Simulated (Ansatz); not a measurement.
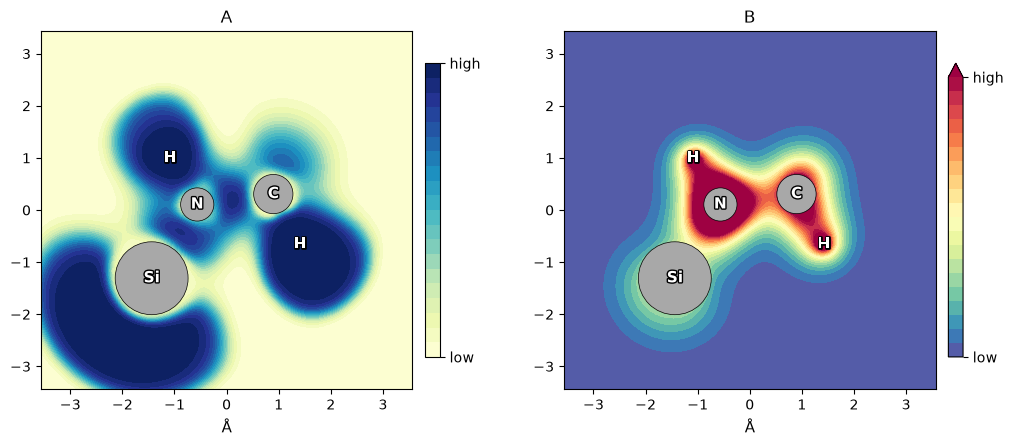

CH₄NSi (charge +1): 2 fields on the plane of atoms C1, N2 and H7, with unlabelled colour scales. Grey discs cover the atomic cores.

Geometry: PBE0-D3(BJ)/def2-SVP.

Computed with Ansatz, isolated molecule in a Gaussian basis; Kohn-Sham density functional theory, functional PBE0.

The panels show electron density and electron localisation function in some order. Assign them.

Answer. Panel A: electron localisation function. Panel B: electron density. From the grid: C–N (1.47 Å): the density is about 1.8 e/Å³ at the midpoint; the ELF peaks at about 0.90 between the atoms; localised, covalent bonding. Si–N (1.66 Å): ρ at the midpoint is about 1.3 e/Å³; the ELF peaks at about 0.90 between the atoms, as expected for a polar covalent bond.
